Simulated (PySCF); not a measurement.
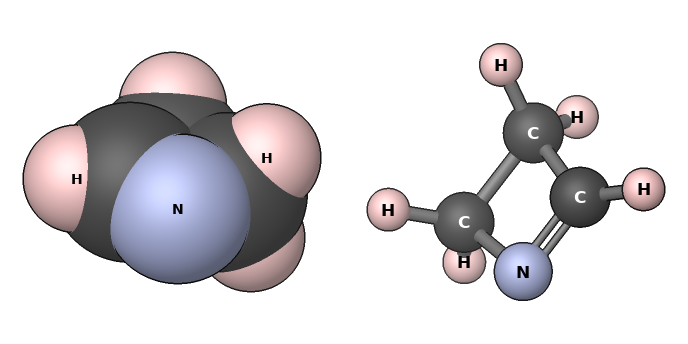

(Drawn from a calculation with PySCF.)

Both panels show the same species.

Question: What is the molecular formula?

Answer: C3H5N, 9 atoms: 3 carbon, 5 hydrogen and 1 nitrogen.

Question: Count the bonded pairs by element.

Answer: 5 C–H, 2 C–N, 2 C–C.

Question: Name some functional groups or characteristic bonds that it holds.

Answer: Among them: imine.

Question: What is its SMILES?

Answer: C1=NCC1
